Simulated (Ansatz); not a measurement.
# What (BP)2(AlN)1 [001] superlattice, started as zinc blende distorts into, part 2 of 3

Aim: this structure of (BP)2(AlN)1 [001] superlattice, started as zinc blende is to be tested for unstable modes, and one is followed downhill.

Ansatz 0.2.0; DFT PBEsol, scalar-relativistic, plane waves, PAW.

So far. Step 4 (The mode frozen in, largest atomic shift 0.08 Å): The run ends at a pressure of 0.65 GPa, with forces up to 0.18 eV/Å. Step 5 (Energy along the mode, all amplitudes (two of the runs …): The lowest of the steps tried is at 0.08 Å, 0.875 meV/atom below the parent; the bottom of the well need not coincide with a step.

The structure was built from a prototype and need not be the compound's stable phase.

## Step 6: Relaxing from the distorted cell

Starting from the lowest point found, all atoms and the cell are let go, so that strain and other modes of the same symmetry can join in.

File input.yaml:

```yaml
crystal:
  lattice:
    - [2.2797130241, 2.2797130241, 0.0]
    - [-2.1910097814, 2.1910097814, 0.0]
    - [2.2353614027, 0.0443516214, 6.8993021203]
  atoms:
    - { symbol: Al, position: [0.6400392196, 0.3611814531, 0.7199215608] }
    - { symbol: B, position: [0.0076679753, 0.9665135445, 0.9846640493] }
    - { symbol: B, position: [0.3429475267, 0.6561761004, 0.3141049466] }
    - { symbol: "N", position: [0.0683177609, 0.451342377, 0.8633644783] }
    - { symbol: P, position: [0.4264180325, 0.0730826875, 0.1471639351] }
    - { symbol: P, position: [0.7646094851, 0.7352523581, 0.4707810299] }
kpoints:
  mp_grid: { grid: [12, 12, 12] }
hamiltonian:
  xc: pbesol
scf:
  occupations: { method: methfessel_paxton, width: 0.2 }
output:
  forces: true
  stress: true
  eigenvalues: true
relax:
  adjacent_minimum: "off"
  f_tol: 0.002
  max_steps: 120
  cell: { stress_tol: 0.03 }
```

Launch:

```
$ ansatz run input.yaml --threads 8 --pin off --max-ram 14336MiB --backend cpu --events-out ev --progress --plain --runs-dir out
```

Numbers of over 12 decimals in the logs are rounded to 6 here.

What it wrote:

```text
[...]
Crystal: 6 atoms, lattice volume = 68.922 Å³
Basis set: ecut = 420 eV, 1339 PW (Γ), exchange–correlation on 48×48×100 points (8 copies of the dense FFT grid, shifted against one another)
Bands: 18, of which v1, the nominal top of the filled ones, is band 12 counted from 1 (11 counted from 0)
Symmetry: 2 space group operations
[...]
k-points: 476 of 1728 (time reversal used)
[...]
SCF iter   1: F=—  HF=-2690.685449 eV  |F-HF|=—  |Δ(HF+E_count)|=         —  Δρ=6.71e-3  dr2=3.75e-2  ethr=1.77e-3  ⟨swp⟩=6.5  Hψ=54287  notcnv=0
[...]
SCF iter   7: F=-2690.675555 eV  HF=-2690.675555 eV  |F-HF|=4.57e-9  |Δ(HF+E_count)|=   3.36e-8  S|Δr|=    0.00e0  Δρ=8.35e-6  dr2=6.54e-8  ethr=4.17e-10  ⟨swp⟩=8.2  Hψ=53428  notcnv=0
SCF 1 converged in 7 iterations: F = -2690.675555 eV  dr2 = 6.54e-8
[...]
relax step   1: F+E_penalty+E_count = -2690.67555476 eV  Δ(F+E_penalty+E_count) = +0.000e0 eV  max|allowed force component| = 1.776e-1 eV/Å  Δτ_max = 0.0000 Å  P = +0.650 GPa  Ω = 68.922 Å³  (7 SCF iters, dr2 threshold 1.00e-7 eV, accepted)
Crystal: 6 atoms, lattice volume = 69.215 Å³
Basis set: ecut = 420 eV, 1347 PW (Γ), exchange–correlation on 48×48×100 points (8 copies of the dense FFT grid, shifted against one another)
[...]
iter 1 solved again at ethr=4.28e-6 eV; its pass at ethr=3.10e-3 eV (dr2=1.03e-3 eV) is discarded
[...]
SCF iter   5: F=-2690.681439 eV  HF=-2690.681439 eV  |F-HF|=1.75e-7  |Δ(HF+E_count)|=   5.70e-7  S|Δr|=    0.00e0  Δρ=1.88e-5  dr2=3.61e-7  ethr=2.50e-9  ⟨swp⟩=5.9  Hψ=47035  notcnv=0
SCF 2 converged in 5 iterations: F = -2690.681439 eV  dr2 = 3.61e-7
relax step   2: F+E_penalty+E_count = -2690.68143924 eV  Δ(F+E_penalty+E_count) = -5.884e-3 eV  max|allowed force component| = 1.429e-1 eV/Å  Δτ_max = 0.0083 Å  P = +0.271 GPa  Ω = 69.215 Å³  energy of the carried Pulay correction = -4.443e-4 eV  (5 SCF iters, dr2 threshold 6.00e-7 eV, accepted)
Crystal: 6 atoms, lattice volume = 69.517 Å³
Basis set: ecut = 420 eV, 1351 PW (Γ), exchange–correlation on 48×48×100 points (8 copies of the dense FFT grid, shifted against one another)
[...]
SCF iter   5: F=-2690.686063 eV  HF=-2690.686063 eV  |F-HF|=1.23e-7  |Δ(HF+E_count)|=   3.08e-7  S|Δr|=    0.00e0  Δρ=1.69e-5  dr2=1.88e-7  ethr=2.50e-9  ⟨swp⟩=8.3  Hψ=45475  notcnv=0
SCF 3 converged in 5 iterations: F = -2690.686063 eV  dr2 = 1.88e-7
relax step   3: F+E_penalty+E_count = -2690.68606289 eV  Δ(F+E_penalty+E_count) = -4.624e-3 eV  max|allowed force component| = 1.962e-1 eV/Å  Δτ_max = 0.0115 Å  P = -0.083 GPa  Ω = 69.517 Å³  energy of the carried Pulay correction = -8.996e-4 eV  (5 SCF iters, dr2 threshold 6.00e-7 eV, accepted)
[... from here on, the SCF cycles and remarks between the steps are left out ...]
relax step   4: F+E_penalty+E_count = -2690.74115561 eV  Δ(F+E_penalty+E_count) = -5.509e-2 eV  max|allowed force component| = 7.113e-1 eV/Å  Δτ_max = 0.0937 Å  P = -0.845 GPa  Ω = 71.277 Å³  energy of the carried Pulay correction = -3.520e-3 eV  (7 SCF iters, dr2 threshold 6.00e-7 eV, accepted)
relax step   5: F+E_penalty+E_count = -2690.88040577 eV  Δ(F+E_penalty+E_count) = -1.393e-1 eV  max|allowed force component| = 1.164e0 eV/Å  Δτ_max = 0.1125 Å  P = -0.988 GPa  Ω = 73.330 Å³  energy of the carried Pulay correction = -6.494e-3 eV  (6 SCF iters, dr2 threshold 6.00e-7 eV, accepted)
relax step   6: F+E_penalty+E_count = -2690.99532840 eV  Δ(F+E_penalty+E_count) = -1.149e-1 eV  max|allowed force component| = 1.343e0 eV/Å  Δτ_max = 0.0969 Å  P = -1.755 GPa  Ω = 75.150 Å³  energy of the carried Pulay correction = -9.059e-3 eV  (6 SCF iters, dr2 threshold 6.00e-7 eV, accepted)
relax step   7: F+E_penalty+E_count = -2691.09162569 eV  Δ(F+E_penalty+E_count) = -9.630e-2 eV  max|allowed force component| = 4.104e-1 eV/Å  Δτ_max = 0.1522 Å  P = -1.508 GPa  Ω = 78.324 Å³  energy of the carried Pulay correction = -1.338e-2 eV  (6 SCF iters, dr2 threshold 6.00e-7 eV, accepted)
relax step   8: F+E_penalty+E_count = -2691.15231619 eV  Δ(F+E_penalty+E_count) = -6.069e-2 eV  max|allowed force component| = 4.865e-1 eV/Å  Δτ_max = 0.0883 Å  P = -0.153 GPa  Ω = 76.682 Å³  energy of the carried Pulay correction = -1.117e-2 eV  (6 SCF iters, dr2 threshold 6.00e-7 eV, accepted)
relax step   9: F+E_penalty+E_count = -2691.18791474 eV  Δ(F+E_penalty+E_count) = -3.560e-2 eV  max|allowed force component| = 3.001e-1 eV/Å  Δτ_max = 0.1125 Å  P = -0.586 GPa  Ω = 78.380 Å³  energy of the carried Pulay correction = -1.346e-2 eV  (6 SCF iters, dr2 threshold 6.00e-7 eV, accepted)
relax step  10: F+E_penalty+E_count = -2691.19245698 eV  Δ(F+E_penalty+E_count) = -4.542e-3 eV  max|allowed force component| = 1.412e-1 eV/Å  Δτ_max = 0.0166 Å  P = -0.331 GPa  Ω = 78.374 Å³  energy of the carried Pulay correction = -1.345e-2 eV  (5 SCF iters, dr2 threshold 6.00e-7 eV, accepted)
relax step  11: F+E_penalty+E_count = -2691.19377666 eV  Δ(F+E_penalty+E_count) = -1.320e-3 eV  max|allowed force component| = 8.546e-2 eV/Å  Δτ_max = 0.0461 Å  P = -0.117 GPa  Ω = 78.690 Å³  energy of the carried Pulay correction = -1.387e-2 eV  (5 SCF iters, dr2 threshold 6.00e-7 eV, accepted)
relax step  12: F+E_penalty+E_count = -2691.19435798 eV  Δ(F+E_penalty+E_count) = -5.813e-4 eV  max|allowed force component| = 2.649e-2 eV/Å  Δτ_max = 0.0116 Å  P = +0.017 GPa  Ω = 78.546 Å³  energy of the carried Pulay correction = -1.368e-2 eV  (5 SCF iters, dr2 threshold 4.56e-7 eV, accepted)
relax step  13: F+E_penalty+E_count = -2691.19438939 eV  Δ(F+E_penalty+E_count) = -3.141e-5 eV  max|allowed force component| = 1.286e-2 eV/Å  Δτ_max = 0.0031 Å  P = +0.019 GPa  Ω = 78.526 Å³  energy of the carried Pulay correction = -1.365e-2 eV  (5 SCF iters, dr2 threshold 4.38e-8 eV, accepted)
relax step  14: F+E_penalty+E_count = -2691.19439739 eV  Δ(F+E_penalty+E_count) = -8.003e-6 eV  max|allowed force component| = 9.668e-4 eV/Å  Δτ_max = 0.0012 Å  P = -0.001 GPa  Ω = 78.536 Å³  energy of the carried Pulay correction = -1.367e-2 eV  (5 SCF iters, dr2 threshold 1.03e-8 eV, accepted)
relax step  15: F+E_penalty+E_count = -2691.25131169 eV  Δ(F+E_penalty+E_count) = -5.691e-2 eV  max|allowed force component| = 6.373e-3 eV/Å  Δτ_max = 0.0000 Å  P = +0.755 GPa  Ω = 78.536 Å³  stress off target by 1.73e0 GPa  SCF on the basis re-selected at this cell (its energy is not comparable with the rows above)  (8 SCF iters)
[...]
relax step  20: F+E_penalty+E_count = -2691.26643280 eV  Δ(F+E_penalty+E_count) = -1.049e-3 eV  max|allowed force component| = 4.890e-3 eV/Å  Δτ_max = 0.0305 Å  P = -0.007 GPa  Ω = 80.223 Å³  energy of the carried Pulay correction = -2.109e-3 eV  (9 SCF iters, accepted)
relax step  21: F+E_penalty+E_count = -2691.25841438 eV  Δ(F+E_penalty+E_count) = +8.018e-3 eV  max|allowed force component| = 5.495e-1 eV/Å  Δτ_max = 0.0279 Å  P = +0.111 GPa  Ω = 80.150 Å³  energy of the carried Pulay correction = -2.040e-3 eV  (7 SCF iters, dr2 threshold 1.10e-8 eV, rejected (line search))
relax step  22: F+E_penalty+E_count = -2691.26657181 eV  Δ(F+E_penalty+E_count) = -1.390e-4 eV  max|allowed force component| = 1.577e-3 eV/Å  Δτ_max = 0.0106 Å  P = -0.007 GPa  Ω = 80.263 Å³  energy of the carried Pulay correction = -2.163e-3 eV  (8 SCF iters, accepted)
relax step  23: F+E_penalty+E_count = -2691.26502346 eV  Δ(F+E_penalty+E_count) = +1.548e-3 eV  max|allowed force component| = 1.594e-1 eV/Å  Δτ_max = 0.0121 Å  P = +0.096 GPa  Ω = 80.246 Å³  energy of the carried Pulay correction = -2.149e-3 eV  (7 SCF iters, dr2 threshold 2.37e-9 eV, rejected (line search))
relax step  24: F+E_penalty+E_count = -2691.26660097 eV  Δ(F+E_penalty+E_count) = -2.916e-5 eV  max|allowed force component| = 6.909e-4 eV/Å  Δτ_max = 0.0046 Å  P = -0.004 GPa  Ω = 80.276 Å³  energy of the carried Pulay correction = -2.181e-3 eV  (8 SCF iters, accepted)
relax step  25: F+E_penalty+E_count = -2691.26659960 eV  Δ(F+E_penalty+E_count) = +1.366e-6 eV  max|allowed force component| = 6.046e-3 eV/Å  Δτ_max = 0.0074 Å  P = -0.009 GPa  Ω = 80.296 Å³  energy of the carried Pulay correction = -2.209e-3 eV  (8 SCF iters, accepted)
relax step  26: F+E_penalty+E_count = -2691.26660352 eV  Δ(F+E_penalty+E_count) = -3.920e-6 eV  max|allowed force component| = 1.882e-3 eV/Å  Δτ_max = 0.0002 Å  P = -0.002 GPa  Ω = 80.293 Å³  energy of the carried Pulay correction = -2.206e-3 eV  (4 SCF iters, dr2 threshold 2.28e-9 eV, accepted)
relax step  27: F+E_penalty+E_count = -2691.27176653 eV  Δ(F+E_penalty+E_count) = -5.163e-3 eV  max|allowed force component| = 2.905e-3 eV/Å  Δτ_max = 0.0000 Å  P = +0.086 GPa  Ω = 80.293 Å³  stress off target by 2.37e-1 GPa  SCF on the basis re-selected at this cell (its energy is not comparable with the rows above)  (6 SCF iters)
relax step  28: F+E_penalty+E_count = -2691.27220396 eV  Δ(F+E_penalty+E_count) = -4.374e-4 eV  max|allowed force component| = 5.252e-3 eV/Å  Δτ_max = 0.0197 Å  P = -0.005 GPa  Ω = 80.399 Å³  energy of the carried Pulay correction = -1.295e-4 eV  (5 SCF iters, dr2 threshold 1.40e-7 eV, accepted)
relax step  29: F+E_penalty+E_count = -2691.27175263 eV  Δ(F+E_penalty+E_count) = +4.513e-4 eV  max|allowed force component| = 9.790e-2 eV/Å  Δτ_max = 0.0119 Å  P = -0.132 GPa  Ω = 80.496 Å³  energy of the carried Pulay correction = -2.414e-4 eV  (6 SCF iters, dr2 threshold 5.67e-9 eV, rejected (line search))
relax step  30: F+E_penalty+E_count = -2691.27228365 eV  Δ(F+E_penalty+E_count) = -7.969e-5 eV  max|allowed force component| = 1.910e-3 eV/Å  Δτ_max = 0.0065 Å  P = -0.001 GPa  Ω = 80.407 Å³  energy of the carried Pulay correction = -1.397e-4 eV  (8 SCF iters, accepted)
relax step  31: F+E_penalty+E_count = -2691.27231569 eV  Δ(F+E_penalty+E_count) = -3.204e-5 eV  max|allowed force component| = 1.957e-2 eV/Å  Δτ_max = 0.0132 Å  P = -0.033 GPa  Ω = 80.422 Å³  energy of the carried Pulay correction = -1.572e-4 eV  (8 SCF iters, accepted)
relax step  32: F+E_penalty+E_count = -2691.27232322 eV  Δ(F+E_penalty+E_count) = -7.529e-6 eV  max|allowed force component| = 4.391e-3 eV/Å  Δτ_max = 0.0009 Å  P = +0.011 GPa  Ω = 80.420 Å³  energy of the carried Pulay correction = -1.570e-4 eV  (4 SCF iters, dr2 threshold 3.18e-8 eV, accepted)
relax step  33: F+E_penalty+E_count = -2691.27233378 eV  Δ(F+E_penalty+E_count) = -1.056e-5 eV  max|allowed force component| = 1.069e-4 eV/Å  Δτ_max = 0.0004 Å  P = +0.000 GPa  Ω = 80.417 Å³  energy of the carried Pulay correction = -1.529e-4 eV  (4 SCF iters, dr2 threshold 6.04e-9 eV, accepted)
[...]
SCF iter   1: F=—  HF=-2691.272613 eV  |F-HF|=—  |Δ(HF+E_count)|=         —  Δρ=4.12e-5  dr2=1.24e-7  ethr=6.09e-7  ⟨swp⟩=3.4  Hψ=80024  notcnv=0
eigensolver tolerance schedule: the retry pair's looser diagonalisation over-reported the residual by 1181.42 of it (diagonalisation noise at 0.30 of the residual, at the tolerance the schedule requests for it); recorded, not acted on — ethr = c·dr2/N_el stays at c = 1.0e-1
SCF iter   2: F=—  HF=-2691.272604 eV  |F-HF|=—  |Δ(HF+E_count)|=   8.87e-6  S|Δr|=    0.00e0  Δρ=2.07e-5  dr2=2.97e-8  ethr=5.15e-10  ⟨swp⟩=3.1  Hψ=15966  notcnv=0
[...]
SCF iter   5: F=-2691.272604 eV  HF=-2691.272604 eV  |F-HF|=7.73e-12  |Δ(HF+E_count)|=  5.91e-12  S|Δr|=    0.00e0  Δρ=2.09e-7  dr2=1.36e-11  ethr=1.00e-12  ⟨swp⟩=10.6  Hψ=53238  notcnv=0
SCF 34 converged in 5 iterations: F = -2691.272604 eV  dr2 = 1.36e-11
relax step  34: F+E_penalty+E_count = -2691.27260431 eV  Δ(F+E_penalty+E_count) = -2.705e-4 eV  max|allowed force component| = 3.049e-4 eV/Å  Δτ_max = 0.0000 Å  P = +0.003 GPa  Ω = 80.417 Å³  stress off target by 2.67e-2 GPa  SCF on the basis re-selected at this cell (its energy is not comparable with the rows above)  (5 SCF iters)
[...]
SCF converged after 5 iterations
[...]
Free energy (F): -2691.272604 eV
[...]
Internal energy: -2691.274190 eV  (E = F + TS)
E sigma→0 (E₀):  -2691.273001 eV
Entropy (-TS):   0.001586 eV (0.264 meV/atom)
Fermi energy:    7.397561 eV
Step filling:    the computed levels leave a gap of 0.2508 eV = 1.3 smearing widths at the electron count; against every level under it full and every level over it empty, smearing changes F+E_penalty+E_count by +0.518 meV and its σ→0 estimate by +0.121 meV
[...]
--- Forces (eV/Å), atoms counted from 1 ---
  atom   1  Al    -0.00006308     0.00006308    -0.00000116
  atom   2  B     -0.00013700     0.00013700     0.00002237
  atom   3  B     -0.00030486     0.00030486    -0.00004546
  atom   4  N      0.00012419    -0.00012419     0.00004394
  atom   5  P      0.00030234    -0.00030234    -0.00003681
  atom   6  P      0.00007849    -0.00007849     0.00001605
  max |Σ_I F_I| component: 1.06e-6 eV/Å
--- Stress (GPa, compression-positive) ---
       -0.000618       0.001546       0.015703
        0.001546      -0.000618      -0.015703
        0.015695      -0.015695       0.009567
  P = ⅓ Tr σ = 0.0028 GPa (0.028 kbar)
--- Band table (eV; the first three rows and the last of 476) ---
  k-point 0: bands = [... 8 lower, 4.4964, 5.5725, 6.4856, 6.5400, 7.6907, 9.4017, 10.4430, 10.8129, ... 2 higher]
  k-point 1: bands = [... 8 lower, 4.4615, 5.5161, 6.5168, 6.5367, 7.7108, 9.3917, 10.2616, 10.7960, ... 2 higher]
  k-point 2: bands = [... 8 lower, 4.3702, 5.3580, 6.4528, 6.6744, 7.7655, 9.3602, 10.0129, 10.6044, ... 2 higher]
  k-point 475: bands = [... 8 lower, 2.8090, 2.9141, 3.4145, 3.9827, 7.8949, 9.5669, 9.6471, 9.9395, ... 2 higher]
--- Relaxed structure (31 steps of the walk, 26 accepted, 3 SCFs on fresh bases) ---
  F+E_penalty+E_count = -2691.27260431 eV   max|allowed force component| = 3.049e-4 eV/Å   (the final SCF, on the basis selected at the relaxed cell)
  cell:  # Å, volume = 80.4174 Å³
    - [2.264298, 2.264298, 1.1102230246251565e-16]
    - [-2.438199, 2.438199, -0.393440]
    - [2.970703, -0.706405, 7.579796]
  atoms:
    - { symbol: Al, position: [0.654026, 0.480343, 0.691947] }
    - { symbol: B, position: [-0.00766354, 0.807265, 1.015327] }
    - { symbol: B, position: [0.338538, 0.614463, 0.322924] }
    - { symbol: N, position: [0.087900, 0.612741, 0.824201] }
    - { symbol: P, position: [0.415322, -0.037630, 0.169355] }
    - { symbol: P, position: [0.761877, 0.766366, 0.476246] }
```

Run time: 3.4 min. Hardware: 8 threads of Intel Xeon Platinum 8488C (Sapphire Rapids), shared host; peak memory 1.1 GiB; 26 min of CPU time.

The steps of the relaxation (22 of 34):

| step | energy less that of the first step (eV) | largest force component (eV/Å) | pressure (GPa) | volume (Å³) |
| --- | --- | --- | --- | --- |
| 1 | 0.0000 | 0.1776 | 0.65 | 68.92 |
| 3 | -0.0105 | 0.1962 | -0.08 | 69.52 |
| 4 | -0.0656 | 0.7113 | -0.84 | 71.28 |
| 6 | -0.3198 | 1.3433 | -1.75 | 75.15 |
| 7 | -0.4161 | 0.4104 | -1.51 | 78.32 |
| 9 | -0.5124 | 0.3001 | -0.59 | 78.38 |
| 10 | -0.5169 | 0.1412 | -0.33 | 78.37 |
| 12 | -0.5188 | 0.0265 | 0.02 | 78.55 |
| 14 | -0.5188 | 0.0010 | 0.00 | 78.54 |
| 15* | -0.5758 | 0.0064 | 0.75 | 78.54 |
| 17 | -0.5580 | 0.7526 | -2.20 | 81.15 |
| 18 | -0.5898 | 0.0181 | 0.06 | 80.02 |
| 20 | -0.5909 | 0.0049 | -0.01 | 80.22 |
| 21 | -0.5829 | 0.5495 | 0.11 | 80.15 |
| 23 | -0.5895 | 0.1594 | 0.10 | 80.25 |
| 25 | -0.5910 | 0.0060 | -0.01 | 80.30 |
| 26 | -0.5910 | 0.0019 | 0.00 | 80.29 |
| 28 | -0.5966 | 0.0053 | -0.01 | 80.40 |
| 29 | -0.5962 | 0.0979 | -0.13 | 80.50 |
| 31 | -0.5968 | 0.0196 | -0.03 | 80.42 |
| 32 | -0.5968 | 0.0044 | 0.01 | 80.42 |
| 34* | -0.5970 | 0.0003 | 0.00 | 80.42 |

Relaxation steps marked * repeat the geometry before them on a plane-wave basis chosen anew for their cell, so energy and pressure can jump there. Other such steps can lie between the rows shown. Relaxation steps 17, 19, 21, 23, 29 were tried and not accepted.

The run keeps the 2 symmetry operations that it works with, so distortions that break them were not tested.

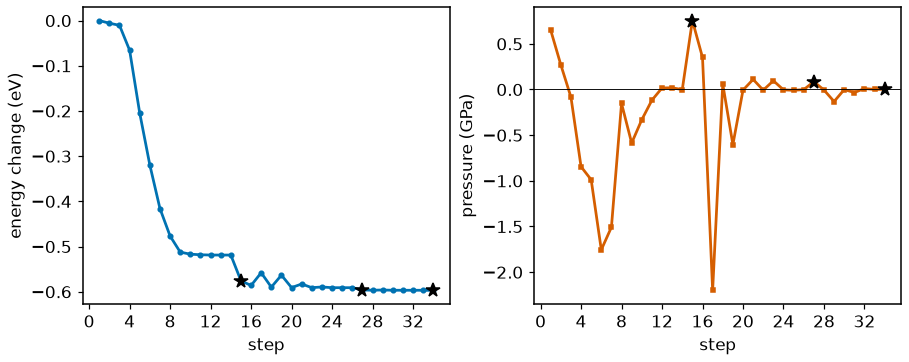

Energy and pressure along the relaxation. Stars mark steps on a basis chosen anew.

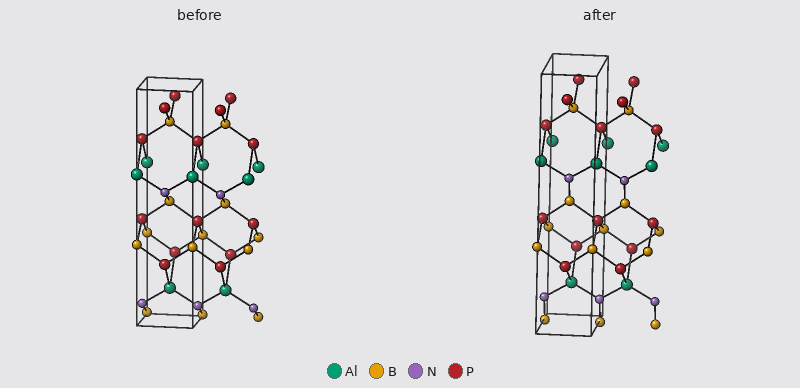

The structure before and after the relaxation, drawn at the same scale.

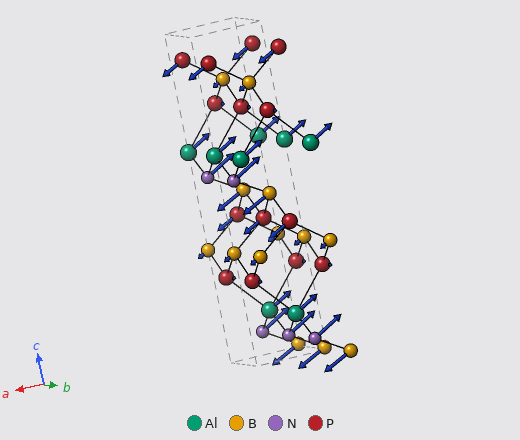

Displacements in the relaxation, exaggerated, measured against the changing cell; the longest in the cell stands for 0.75 Å. 1×2×1 conventional cells are drawn. Some periodic images of atoms are drawn too.

| cell as run | before | after | change |
| --- | --- | --- | --- |
| a (Å) | 3.224 | 3.202 | -0.7 % |
| b (Å) | 3.099 | 3.471 | +12.0 % |
| c (Å) | 7.253 | 8.172 | +12.7 % |
| α (°) | 102.33 | 114.92 | +12.3 % |
| β (°) | 77.16 | 78.70 | +2.0 % |
| volume (Å³/atom) | 11.49 | 13.40 | +16.7 % |

The atoms that moved most (Å, as changes of fractional coordinates times the final cell):

| atom | dx | dy | dz | length |
| --- | --- | --- | --- | --- |
| N4 | -0.466 | 0.466 | -0.360 | 0.751 |
| B2 | 0.445 | -0.445 | 0.295 | 0.695 |
| Al1 | -0.342 | 0.342 | -0.259 | 0.549 |
| P5 | 0.311 | -0.311 | 0.212 | 0.488 |
| B3 | 0.118 | -0.118 | 0.083 | 0.186 |
| P6 | -0.066 | 0.066 | 0.029 | 0.098 |

Final coordinates:

```cif
data_structure
_symmetry_space_group_name_H-M 'P 1'
_symmetry_Int_Tables_number 1
_cell_length_a 3.2022
_cell_length_b 3.4705
_cell_length_c 8.1717
_cell_angle_alpha 114.916
_cell_angle_beta 78.701
_cell_angle_gamma 90.000
_cell_volume 80.42
loop_
_atom_site_label
_atom_site_type_symbol
_atom_site_fract_x
_atom_site_fract_y
_atom_site_fract_z
_atom_site_occupancy
Al1 Al 0.65403 0.48034 0.69195 1
B2 B 0.99234 0.80727 0.01533 1
B3 B 0.33854 0.61446 0.32292 1
N4 N 0.08790 0.61274 0.82420 1
P5 P 0.41532 0.96237 0.16936 1
P6 P 0.76188 0.76637 0.47625 1
```

Numbers from this step:

```
pressure          : 0.002777 GPa
volume per atom   : 13.40 Å³
gap on the k-mesh : 0.2508 eV
```

The distorted start has space group Cm; the relaxation ends in Cm.

(Part 2 of 3 ends here.)

[Logs are printed without paths, hosts, clocks, repeated set-up lines and the standing remarks that a program may print on its own settings, such as how far it seeks lower states.]

[Hosts, paths, dates, database ids (printed as entryN), source tags and the programs' standing remarks are cut or masked in the printed files.]
